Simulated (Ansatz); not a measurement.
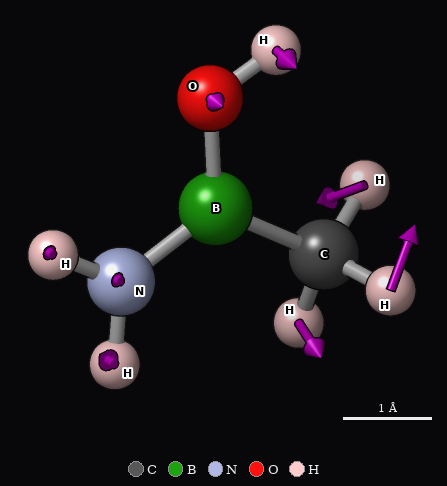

A relaxation of CH₆BNO. The starting structure is drawn; purple arrows show the displacements, 2 times their true length. The two geometries are superimposed by the best rigid fit.

A ball-and-stick model, seen at a tilt.

Theory: Ansatz, RKS PBE0-D4/def2-TZVP.

Input file:
```yaml
crystal:
  periodic: [false, false, false]
  atoms:
    - {symbol: C, position_ang: [-0.979100, 0.707990, -0.136450]}
    - {symbol: B, position_ang: [0.390180, -0.117060, -0.092090]}
    - {symbol: N, position_ang: [0.570820, -1.144190, 0.837850]}
    - {symbol: O, position_ang: [1.426270, 0.115790, -0.950900]}
    - {symbol: H, position_ang: [-1.678000, 0.246470, -0.832310]}
    - {symbol: H, position_ang: [-1.469550, 0.741440, 0.832210]}
    - {symbol: H, position_ang: [-0.832440, 1.734590, -0.467700]}
    - {symbol: H, position_ang: [1.414230, -1.688140, 0.869900]}
    - {symbol: H, position_ang: [-0.114250, -1.416110, 1.517640]}
    - {symbol: H, position_ang: [1.271840, 0.819230, -1.578170]}
basis:
  gaussian: {orbitals: def2-TZVP}
hamiltonian: {xc: pbe0, dispersion: d4}
relax: {f_tol: 0.005, max_steps: 200}
```

### Which element moves most?

Hydrogen: up to 0.42 Å, against 0.15 Å for oxygen.

### What happened in the run?

H5 moves most after the best rigid fit: 0.42 Å. Largest moves by element: H 0.42 Å, O 0.15 Å, N 0.09 Å, B 0.04 Å, C 0.01 Å. Some distances before and after: C1–B2 1.599 → 1.579 Å, B2–O4 1.366 → 1.379 Å, C1–H5 1.089 → 1.095 Å, B2–N3 1.397 → 1.404 Å. Groups turn about C1–B2 by about 30°. Over 15 accepted moves (17 points after the start) the energy falls by 0.021 eV. Largest force component: 0.78 eV/Å at the start, 0.001 eV/Å at the end. The line search rejected the trial steps at points 5, 7 of the run. The run took of the order of 2 core-minutes on a shared host.
